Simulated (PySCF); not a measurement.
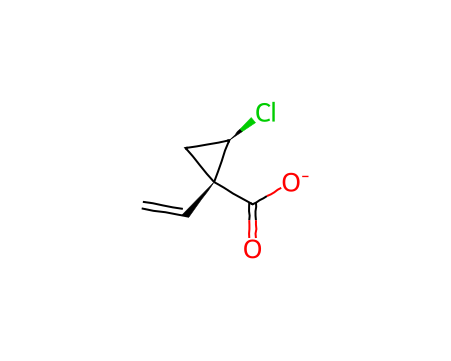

Skeletal drawing of a molecule. Charge −1, singlet.

> Write the SMILES.

C=C[C@@]1(C(=O)[O-])C[C@H]1Cl

> What is the molecular formula?

C6H6ClO2, charge -1.

> An optimisation with GFN2-xTB gave a structure of which point group?

C1.

More results for the same structure follow; atom numbers are the same in all pictures, views and colours differ. The computed structure is the end point of a GFN2-xTB optimisation. No frequency run is at hand to confirm it as a minimum.

### Geometry

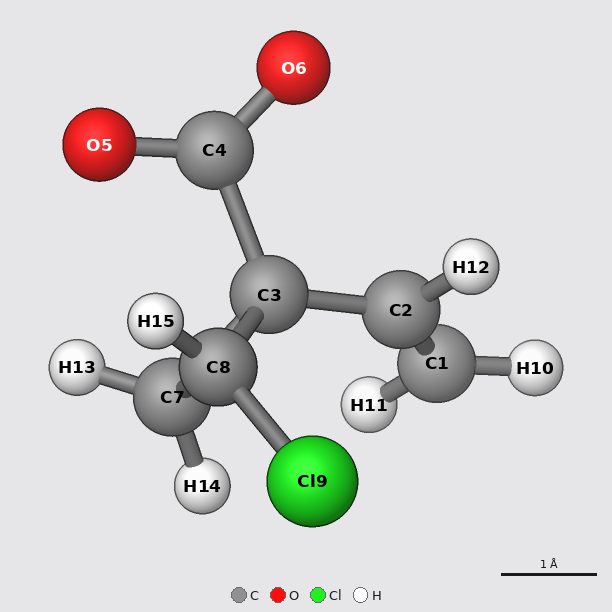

Atoms carry their numbers in the input. No frequency run is at hand to confirm it as a minimum.

What are the angles C1–C2–H12, C2–C3–C4, C3–C2–H12, C3–C4–O5, C3–C4–O6, C3–C8–C7, C3–C8–Cl9, C4–C3–C7, C4–C3–C8, C7–C3–C8, C7–C8–Cl9, C7–C8–H15?

```tsv
angle	degrees
C1–C2–H12	120.0
C2–C3–C4	115.5
C3–C2–H12	115.0
C3–C4–O5	113.0
C3–C4–O6	115.2
C3–C8–C7	60.5
C3–C8–Cl9	120.7
C4–C3–C7	115.3
C4–C3–C8	111.9
C7–C3–C8	59.9
C7–C8–Cl9	117.9
C7–C8–H15	120.1
```

### NMR shielding

The questions are on isotropic NMR shieldings of the O atoms. No frequency run is at hand to confirm it as a minimum. Level of theory: GIAO PBE0/pcSseg-1 NMR shielding, non-relativistic, gas phase (PySCF 2.14.0).

List the isotropic NMR shieldings of the O atoms.

```csv
atom,σ (ppm)
O5,35.1
O6,−11.2
```

### Quadrupole coupling

No frequency run is at hand to confirm it as a minimum. Electric field gradients from the ground-state density, PBE0/pcSseg-1 (PySCF 2.14.0), non-relativistic apart from any core potentials.

Give the largest field-gradient component, the quadrupole coupling constant and the asymmetry for 17O at O5 (Q = −25.6 mb), 17O at O6 (Q = −25.6 mb), 35Cl at Cl9 (Q = −81.7 mb), 2H at H10 (Q = 2.86 mb), 2H at H11 (Q = 2.86 mb), 2H at H12 (Q = 2.86 mb), 2H at H13 (Q = 2.86 mb).

```json
{"atom": "O5", "V_zz (a.u.)": "−1.241", "e²qQ/h (MHz)": "7.47", "η": "0.46"}
{"atom": "O6", "V_zz (a.u.)": "−1.393", "e²qQ/h (MHz)": "8.38", "η": "0.33"}
{"atom": "Cl9", "V_zz (a.u.)": "3.616", "e²qQ/h (MHz)": "−69.4", "η": "0.01"}
{"atom": "H10", "V_zz (a.u.)": "0.342", "e²qQ/h (MHz)": "0.230", "η": "0.07"}
{"atom": "H11", "V_zz (a.u.)": "0.340", "e²qQ/h (MHz)": "0.228", "η": "0.06"}
{"atom": "H12", "V_zz (a.u.)": "0.324", "e²qQ/h (MHz)": "0.217", "η": "0.06"}
{"atom": "H13", "V_zz (a.u.)": "0.326", "e²qQ/h (MHz)": "0.219", "η": "0.05"}
```

### Electronic properties

No frequency run is at hand to confirm it as a minimum. Method: PBE0/def2-SVPD, gas phase (PySCF 2.14.0).

Computed properties:

- HOMO energy (Kohn–Sham orbital): −2.12 eV
- mean static polarisability: 100.0 bohr³
